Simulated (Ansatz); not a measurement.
# MoHO (doublet): from Hartree-Fock to the top rungs at a displaced geometry (v1), def2-SVP

How much of the correlation energy of MoHO (doublet) does each wave-function method recover here?

Method: def2-SVP, core rule «outside noble gas», up to 5 orbitals frozen; program: Ansatz 0.2.0, Gaussian basis.

To be run: UHF; CCSD(T) on ROHF; CCSD(T) on UHF; CISD as a restricted active space (open shells left free, so some higher excitations enter); CCSDT(Q) on ROHF; CCSDT(Q) on UHF.

15 further runs of the same task are left out: 7 that didn't finish, 8 set aside as unsound or not needed. Runs told in other sessions of the task aren't counted.

### 1 What is computed

The geometry is a PBE0/def2-TZVP stationary point (not a proven minimum) with its atoms shifted at random (size 0.040 Å). No spin-orbit coupling is included. Elements past krypton take def2 core potentials.

3 atoms, charge 0, spin multiplicity 2.

Atoms are counted from 1 here; the program's logs count them from 0.

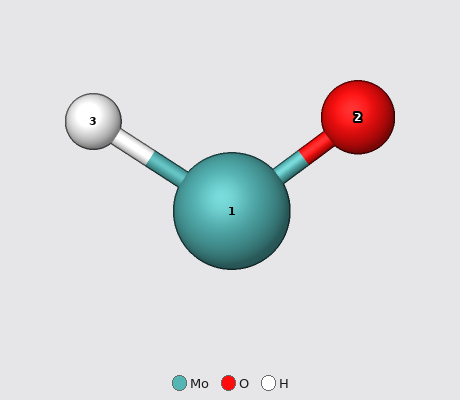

The structure; molybdenum teal, oxygen red, hydrogen white; atoms are numbered from 1 in the order of the file.

In the tables R marks a restricted open-shell determinant and U an unrestricted one; energies count from the table's Hartree-Fock row.

### 2 UHF

File in.yaml:

```yaml
crystal:
  periodic: [false, false, false]
  atoms:
    - {symbol: Mo, position_ang: [-0.000303, -0.031687, 0.227309]}
    - {symbol: O, position_ang: [-0.001136, 0.092680, -1.423291]}
    - {symbol: H, position_ang: [0.046828, 1.545000, 0.956188]}
basis:
  gaussian: {orbitals: def2-SVP}
magnetization: {spin_polarized: true, initial_magnetization: 1}
hamiltonian: {xc: hf}
output: {orbitals: {seedname: orbitals}}
```

Command:

```console
ansatz run in.yaml --threads 1 --pin off --events-out ev --progress --plain --max-ram 2393MiB
```

What it wrote (excerpt; [...] marks lines left out):

```text
Functional definition: HF
  name "HF"
  cite "Fock, Z. Phys. 61, 126 (1930) doi:10.1007/BF01340294"
  parent pbe
[...]
512 factors; integrals over basis functions are off by at most 9.6e-4 eV
[...]
mean field -3886.46557569 eV, -142.8249755657 hartree, gradient 6.2e-6 eV, S^2 1.696424; 13 other end points of the search recorded, 0 dependent functions left out
reference -3886.46557569 eV, -142.8249755657 hartree; 12, 11 occupied and 38, 39 virtual orbitals, 512 factors
Total energy: -3886.46557569 eV, -142.8249755657 hartree
```

It took 6 s on 1 thread of Arm Neoverse V1, shared host.

From the report: ⟨S²⟩ of the determinant 1.696 (pure doublet: 0.75). The determinant of HF (⟨S²⟩ 1.70) is far from a pure spin state, so its energy mixes those of several spin states; that is harmless only where they are near-degenerate.

### 3 CCSD(T) on ROHF

Changes to in.yaml since step 2:

```diff
@@ -8,4 +8,3 @@
   gaussian: {orbitals: def2-SVP}
-magnetization: {spin_polarized: true, initial_magnetization: 1}
-hamiltonian: {xc: hf}
-output: {orbitals: {seedname: orbitals}}
+magnetization: {spin_polarized: false, initial_magnetization: 1}
+correlation: {method: ccsd_t, electrons: outside_noble_gas}
```

Same command.

What it wrote (excerpt; [...] marks lines left out):

```text
Functional definition: HF
  name "HF"
  cite "Fock, Z. Phys. 61, 126 (1930) doi:10.1007/BF01340294"
  parent pbe
[...]
512 factors; integrals over basis functions are off by at most 9.6e-4 eV
[...]
mean field -3885.98597608 eV, -142.8073506051 hartree, gradient 2.3e-6 eV, S^2 0.750000; 27 other end points of the search recorded, 0 dependent functions left out
[...]
determinant -3885.98597608 eV, -142.8073506051 hartree, with singles and doubles -3895.84635494 eV, -143.1697128444 hartree
determinant -3885.81436342 eV, -142.8010439560 hartree, with singles and doubles -3895.72023480 eV, -143.1650780148 hartree
determinant -3885.46654808 eV, -142.7882619782 hartree, with singles and doubles -3895.13489486 eV, -143.1435671689 hartree
determinant -3885.35993655 eV, -142.7843440765 hartree, with singles and doubles -3895.09796779 eV, -143.1422101241 hartree
[...]
determinant -3883.09550076 eV, -142.7011275962 hartree, with singles and doubles -3892.65335345 eV, -143.0523722041 hartree
determinant -3885.98597608 eV, -142.8073506051 hartree, with singles and doubles -3895.85690572 eV, -143.1701005784 hartree
determinant -3885.81436342 eV, -142.8010439560 hartree, with singles and doubles -3895.79219373 eV, -143.1677224568 hartree
[...]
unrestricted determinant -3886.46557569 eV, -142.8249755657 hartree, S^2 1.6964
5 core orbitals not correlated: weight in the atoms' cores, before any rotation towards them, 0.974 or more for the frozen orbitals, at most 0.021 for the correlated occupied ones
reference -3885.98597608 eV, -142.8073506051 hartree; 7, 6 occupied and 38, 39 virtual orbitals, 512 factors
second order -10.19702562 eV of doubles, -0.01277973 eV of singles
cycle   1  -9.87092876 eV  change    8.8e-7 eV  update   5.6e-6
perturbative correction -0.63987797 eV, -0.0235150817 hartree
Total energy: -3896.49678281 eV, -143.1936156279 hartree
```

Wall time 27 s (1 thread of Arm Neoverse V1, shared host).

From the report: correlation -10.5108 eV; T1 0.045; largest double amplitude 0.07.

### 4 CCSD(T) on UHF

Changes to in.yaml since step 3:

```diff
@@ -8,3 +8,3 @@
   gaussian: {orbitals: def2-SVP}
-magnetization: {spin_polarized: false, initial_magnetization: 1}
+magnetization: {spin_polarized: true, initial_magnetization: 1}
 correlation: {method: ccsd_t, electrons: outside_noble_gas}
```

The command is unchanged.

What it wrote (excerpt; [...] marks lines left out):

```text
Functional definition: HF
  name "HF"
  cite "Fock, Z. Phys. 61, 126 (1930) doi:10.1007/BF01340294"
  parent pbe
[...]
512 factors; integrals over basis functions are off by at most 9.6e-4 eV
[...]
mean field -3886.46557569 eV, -142.8249755657 hartree, gradient 2.7e-6 eV, S^2 1.696424; 35 other end points of the search recorded, 0 dependent functions left out
determinant -3886.46557569 eV, -142.8249755657 hartree, with singles and doubles -3896.06686825 eV, -143.1778165592 hartree
determinant -3886.45648827 eV, -142.8246416089 hartree, with singles and doubles -3896.01956826 eV, -143.1760783168 hartree
determinant -3886.43995150 eV, -142.8240338941 hartree, with singles and doubles -3895.99882445 eV, -143.1753159959 hartree
determinant -3886.41387166 eV, -142.8230754776 hartree, with singles and doubles -3895.98745390 eV, -143.1748981356 hartree
[...]
determinant -3886.07376604 eV, -142.8105768267 hartree, with singles and doubles -3895.88616413 eV, -143.1711758052 hartree
determinant -3885.92448892 eV, -142.8050909937 hartree, with singles and doubles -3895.84144262 eV, -143.1695323202 hartree
5 core orbitals not correlated: weight in the atoms' cores, before any rotation towards them, 0.973 or more for the frozen orbitals, at most 0.022 for the correlated occupied ones
reference -3886.43995150 eV, -142.8240338941 hartree; 7, 6 occupied and 38, 39 virtual orbitals, 512 factors
second order -9.76695280 eV of doubles, -0.00000000 eV of singles
cycle   1  -9.70403646 eV  change    7.8e-7 eV  update   4.7e-6
[...]
cycle   5  -9.70404820 eV  change   -3.4e-6 eV  update   2.0e-6
perturbative correction -0.71604371 eV, -0.0263141208 hartree
WARN: the results are in doubt because among natural orbitals the method converges to other amplitudes
Total energy: -3896.86004341 eV, -143.2069652086 hartree
In doubt: among natural orbitals the method converges to other amplitudes
```

Wall time 68 s (1 thread of Arm Neoverse V1, shared host).

From the report: ⟨S²⟩ of the determinant 1.760 (pure doublet: 0.75); correlation -10.4201 eV; T1 0.048; largest double amplitude 0.18. The determinant of CCSD(T) (⟨S²⟩ 1.76) is far from a pure spin state, so its energy mixes those of several spin states; high orders of coupled cluster remove much of that, low ones don't. Mind the lines of doubt at the end of the log.

### 5 CISD as a restricted active space (open shells left free, so some higher excitations enter)

Changes to in.yaml since step 4:

```diff
@@ -8,3 +8,3 @@
   gaussian: {orbitals: def2-SVP}
-magnetization: {spin_polarized: true, initial_magnetization: 1}
-correlation: {method: ccsd_t, electrons: outside_noble_gas}
+magnetization: {spin_polarized: false, initial_magnetization: 1}
+correlation: {active_space: {ras: {orbitals: [6, 1, 38], electrons: 13, max_holes: 2, max_particles: 2}, fixed_orbitals: true}}
```

The command is unchanged.

What it wrote (excerpt; [...] marks lines left out):

```text
Functional definition: HF
  name "HF"
  cite "Fock, Z. Phys. 61, 126 (1930) doi:10.1007/BF01340294"
  parent pbe
[...]
512 factors; integrals over basis functions are off by at most 9.6e-4 eV
[...]
mean field -3885.98597608 eV, -142.8073506051 hartree, gradient 2.3e-6 eV, S^2 0.750000; 21 other end points of the search recorded, 0 dependent functions left out
reference -3885.98597608 eV, -142.8073506051 hartree; 12, 11 occupied and 38, 39 virtual orbitals, 512 factors
state -3894.86821186 eV, -143.1337667495 hartree
Total energy: -3894.86821186 eV, -143.1337667495 hartree
```

Run time: 10 s. Hardware: 1 thread of Arm Neoverse V1, shared host.

From the report: 68,515 determinants.

### 6 CCSDT(Q) on ROHF

Changes to in.yaml since step 5:

```diff
@@ -9,2 +9,2 @@
 magnetization: {spin_polarized: false, initial_magnetization: 1}
-correlation: {active_space: {ras: {orbitals: [6, 1, 38], electrons: 13, max_holes: 2, max_particles: 2}, fixed_orbitals: true}}
+correlation: {method: ccsdt_q, electrons: outside_noble_gas}
```

Launched as before.

What it wrote (excerpt; [...] marks lines left out):

```text
Functional definition: HF
  name "HF"
  cite "Fock, Z. Phys. 61, 126 (1930) doi:10.1007/BF01340294"
  parent pbe
[...]
887 factors; integrals over basis functions are off by at most 1.5e-7 eV
[...]
mean field -3885.98608120 eV, -142.8073544683 hartree, gradient 2.3e-6 eV, S^2 0.750000; 28 other end points of the search recorded, 0 dependent functions left out
[...]
determinant -3885.98608120 eV, -142.8073544683 hartree, with singles and doubles -3895.84645783 eV, -143.1697166257 hartree
determinant -3885.81446849 eV, -142.8010478172 hartree, with singles and doubles -3895.72033304 eV, -143.1650816250 hartree
determinant -3885.46665102 eV, -142.7882657612 hartree, with singles and doubles -3895.13500374 eV, -143.1435711702 hartree
determinant -3885.36002612 eV, -142.7843473683 hartree, with singles and doubles -3895.09806795 eV, -143.1422138050 hartree
[...]
determinant -3883.09558478 eV, -142.7011306839 hartree, with singles and doubles -3892.65344942 eV, -143.0523757309 hartree
determinant -3885.98608120 eV, -142.8073544683 hartree, with singles and doubles -3895.85700862 eV, -143.1701043600 hartree
determinant -3885.81446849 eV, -142.8010478172 hartree, with singles and doubles -3895.79228136 eV, -143.1677256771 hartree
unrestricted determinant -3886.46567647 eV, -142.8249792693 hartree, S^2 1.6964
5 core orbitals not correlated: weight in the atoms' cores, before any rotation towards them, 0.974 or more for the frozen orbitals, at most 0.021 for the correlated occupied ones
reference -3885.98608120 eV, -142.8073544683 hartree; 7, 6 occupied and 38, 39 virtual orbitals, 887 factors
second order -10.19703833 eV of doubles, -0.01277941 eV of singles
cycle   1  -8.74603340 eV  change     1.5e0 eV  update   2.6e-1
[...]
cycle  56  -10.53413886 eV  change    6.1e-7 eV  update   1.5e-6
perturbative correction 0.02261829 eV, 0.0008312068 hartree
Total energy: -3896.49760177 eV, -143.1936457241 hartree
```

Wall time 2.6 min (1 thread of Arm Neoverse V1, shared host); peak memory 0.85 GiB.

From the report: correlation -10.5115 eV; T1 0.045; largest double amplitude 0.08.

### 7 CCSDT(Q) on UHF

Changes to in.yaml since step 6:

```diff
@@ -8,3 +8,3 @@
   gaussian: {orbitals: def2-SVP}
-magnetization: {spin_polarized: false, initial_magnetization: 1}
+magnetization: {spin_polarized: true, initial_magnetization: 1}
 correlation: {method: ccsdt_q, electrons: outside_noble_gas}
```

Launched as before.

What it wrote (excerpt; [...] marks lines left out):

```text
Functional definition: HF
  name "HF"
  cite "Fock, Z. Phys. 61, 126 (1930) doi:10.1007/BF01340294"
  parent pbe
[...]
887 factors; integrals over basis functions are off by at most 1.5e-7 eV
[...]
mean field -3886.46567647 eV, -142.8249792693 hartree, gradient 2.9e-6 eV, S^2 1.696399; 35 other end points of the search recorded, 0 dependent functions left out
determinant -3886.46567647 eV, -142.8249792693 hartree, with singles and doubles -3896.06696872 eV, -143.1778202516 hartree
determinant -3886.45658562 eV, -142.8246451867 hartree, with singles and doubles -3896.01965983 eV, -143.1760816818 hartree
determinant -3886.44005105 eV, -142.8240375525 hartree, with singles and doubles -3895.99891788 eV, -143.1753194294 hartree
determinant -3886.41397289 eV, -142.8230791976 hartree, with singles and doubles -3895.98755005 eV, -143.1749016693 hartree
[...]
determinant -3886.07387109 eV, -142.8105806873 hartree, with singles and doubles -3895.88626628 eV, -143.1711795593 hartree
determinant -3885.92459307 eV, -142.8050948209 hartree, with singles and doubles -3895.84154586 eV, -143.1695361142 hartree
5 core orbitals not correlated: weight in the atoms' cores, before any rotation towards them, 0.973 or more for the frozen orbitals, at most 0.022 for the correlated occupied ones
reference -3886.44005105 eV, -142.8240375525 hartree; 7, 6 occupied and 38, 39 virtual orbitals, 887 factors
second order -9.76696157 eV of doubles, -0.00000000 eV of singles
cycle   1  -8.50309140 eV  change     1.3e0 eV  update   2.4e-1
[...]
cycle   7  -10.59895748 eV  change   -2.6e-7 eV  update   8.5e-8
perturbative correction -0.13199506 eV, -0.0048507288 hartree
WARN: the results are in doubt because among natural orbitals full CI differs from the method by +1.259 eV
Total energy: -3897.17100358 eV, -143.2183927842 hartree
In doubt: among natural orbitals full CI differs from the method by +1.259 eV
```

Wall time 4.6 min (1 thread of Arm Neoverse V1, shared host); peak memory 1.1 GiB.

From the report: ⟨S²⟩ of the determinant 1.760 (pure doublet: 0.75); correlation -10.7310 eV; T1 0.049; largest double amplitude 0.40. The determinant of CCSDT(Q) (⟨S²⟩ 1.76) is far from a pure spin state, so its energy mixes those of several spin states; high orders of coupled cluster remove much of that, low ones don't. The program marks this result as in doubt; its last lines say why.

### 8 All levels against the top one

No level here is safe as a reference; RCCSDT(Q) serves as a yardstick only. Rows without a time are mean-field rows or come out of runs for another level: lower rungs of the coupled-cluster runs, or the Hartree-Fock search.

Differences are taken before rounding.

```
   method  energy from the lowest ROHF (meV)  from RCCSDT(Q) (meV)     time
      ROHF                               0.0              +10511.6         
      UHF                            -479.6              +10032.0      6 s
     RMP2                          -10209.8                +301.8         
     UMP2                          -10220.9                +290.7         
    RCCSD                           -9870.9                +640.7         
    UCCSD                          -10158.0                +353.6         
 RCCSD(T)                          -10510.8                  +0.8     27 s
 UCCSD(T)                          -10874.1                -362.4     68 s
   RCCSDT                          -10534.2                 -22.6         
   UCCSDT                          -11053.0                -541.4         
RCCSDT(Q)                          -10511.6                     0  2.6 min
UCCSDT(Q)                          -11185.0                -673.4  4.6 min
```

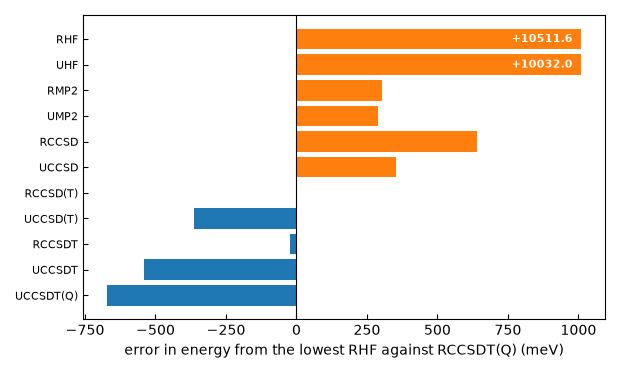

How far each level lands from RCCSDT(Q). Bars with a number in them are cut short.

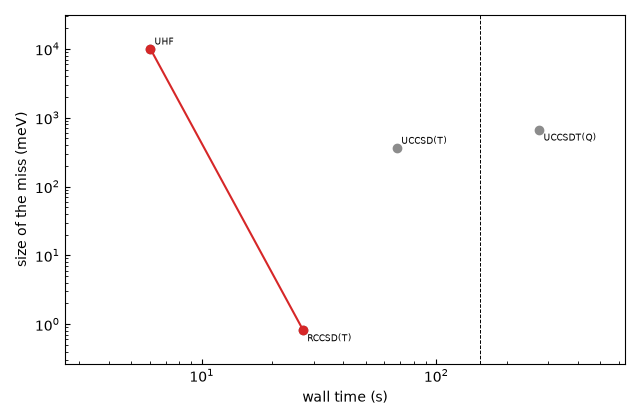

Miss against cost. Red marks the levels that no quicker level drawn beats (of those quicker than the yardstick), and the dashed line is the time of RCCSDT(Q). Times are from a shared host.

Not comparable, so not listed: CISD as a restricted active space (open shells left free, so some higher excitations enter) (they don't share determinant, frozen orbitals or solution with the rows shown, or repeat one).

The program flags UCCSD(T), UCCSDT(Q) as in doubt (see the logs), so read those rows with care; the flags are large difference, other amplitudes.

### 9 What came out

| quantity | value |
| --- | --- |
| RCCSDT(Q) from the ROHF energy | -10.5116 eV |
| RMP2 from RCCSDT(Q) | +301.8 meV |
| UMP2 from RCCSDT(Q) | +290.7 meV |
| RCCSD from RCCSDT(Q) | +640.7 meV |
| RCCSD(T) from RCCSDT(Q) | +0.8 meV |
| UCCSD(T) from RCCSDT(Q) | -362.4 meV |
| UCCSDT(Q) from RCCSDT(Q) | -673.4 meV |
| T1 diagnostic | 0.045 |

In words: RCCSD(T) lands +0.8 meV from the yardstick (0.0 % of the correlation energy). CCSD(T) misses by +0.8 meV on the restricted determinant and by -362.4 meV on the unrestricted one; the two need not hold the same state or core. Coupled cluster took another determinant than the lowest Hartree-Fock one. Warnings: spin contamination; coupled cluster took another determinant than the lowest; large T1 diagnostic.

The restricted and unrestricted ladders end 0.67 eV apart at CCSDT(Q), which points to two states or an unsound top rung; rows of one don't measure the error of the other.
